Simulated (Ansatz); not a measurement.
Take CuI in the wurtzite structure (space group P6_3mc, No. 186; a = 4.1870 Å, c = 6.8978 Å) as the base.

One thing is altered: 0.733 holes added to each cell, a density of 7.0×10^21 cm⁻³, with a uniform compensating background at fixed cell and a 300 K Fermi–Dirac width.

All numbers come from Kohn–Sham DFT with the PBEsol functional, run in Ansatz (a first-principles code) with PAW and 420 eV plane waves, scalar-relativistic without spin-orbit coupling.

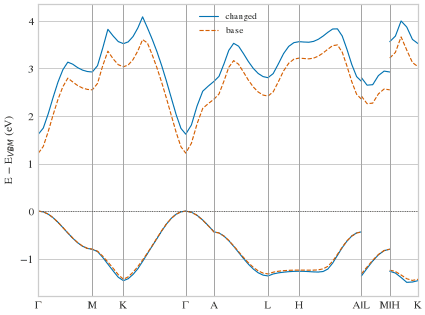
Highest valence and lowest conduction band along the path, each from its own valence-band maximum

The gap is 1.62 eV, direct at Γ; the base has 1.22 eV.

Charged cell with a jellium background: band edges are those of the host's band count, energies are not comparable with the neutral cell, and many-body gap narrowing is missing. Spin-orbit coupling, missing from the scalar runs, can matter with I. Stability against distortions was not tested. The final runs are not spin-polarised. This is not the structure that CuI has at room temperature and ambient pressure.
